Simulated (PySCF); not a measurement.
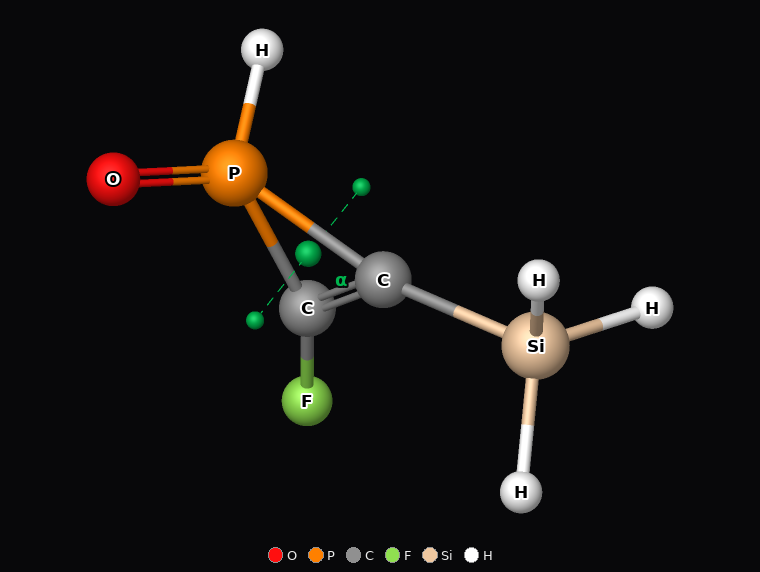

The small points mark where nucleus-independent chemical shifts (NICS) were computed: at the centre of each lettered ring and 1 Å above and below it. Computed geometry: GFN2-xTB optimisation. No frequency run is at hand to confirm it as a minimum. Properties computed with GIAO PBE0/pcSseg-1 NMR shielding, non-relativistic, gas phase (PySCF 2.14.0).

Give NICS(0), NICS(1) and the out-of-plane component NICS(1)zz for each ring (means of the two sides).

```json
{"ring": "α", "members": "C2P", "NICS(0)": "−18.9", "NICS(1)": "−7.9", "NICS(1)zz": "−8.8"}
```

Values in ppm.

The geometry is semi-empirical. Around P, Si such bond lengths and angles can be off by a tenth of an ångström or more and by several degrees, and values that hang on the shape move with them.
